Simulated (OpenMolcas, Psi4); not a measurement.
# Exact exchange and the electronic atomisation energy of SF2 (sulfur difluoride)

SF2 has 3 atoms, charge 0, and is taken as a singlet. As SMILES, `FSF`. The shape is that of a PBE0-D4/def2-TZVP optimisation.

The electronic atomisation energy y, in eV, basis def2-TZVP; a is the functional's share of exact exchange. Programs: OpenMolcas 26.06, Psi4 1.11.

| functional | program | a | y (eV) |
| --- | --- | --- | --- |
| TPSS | OpenMolcas | 0 | 7.80 |
| r2SCAN | OpenMolcas | 0 | 7.64 |
| TPSSh | Psi4 | 0.1 | 7.52 |
| B3LYP | OpenMolcas | 0.2 | ? |
| PBE0 | OpenMolcas | 0.25 | 7.48 |
| BHLYP | OpenMolcas | 0.5 | 6.53 |

Question: Fit y = c + s·a to the known rows and predict B3LYP.

Answer: 
1. Means of the 5 rows: a = 0.1700, y = 7.394.
2. Σ(Δa)² = 0.178, Σ(Δa·Δy) = -0.3979, so the slope is -0.3979/0.178 = -2.2354.
3. Intercept: 7.394 − (-2.2354) × 0.1700 = 7.774. The largest residual of the fit is 0.26.
4. B3LYP: 7.774 + (-2.2354) × 0.2 = 7.33 eV.

The run gave 7.46 eV, so the prediction is off by -0.13 eV, within the scatter of the fit.

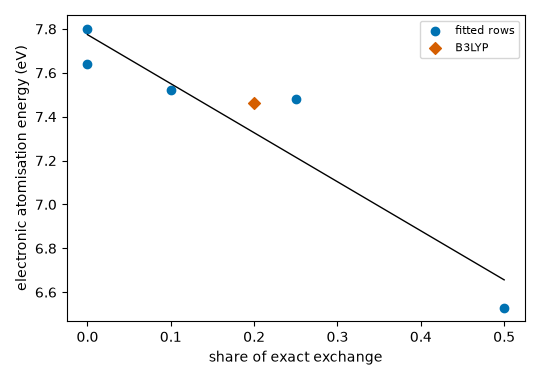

The fitted line, with the withheld row.
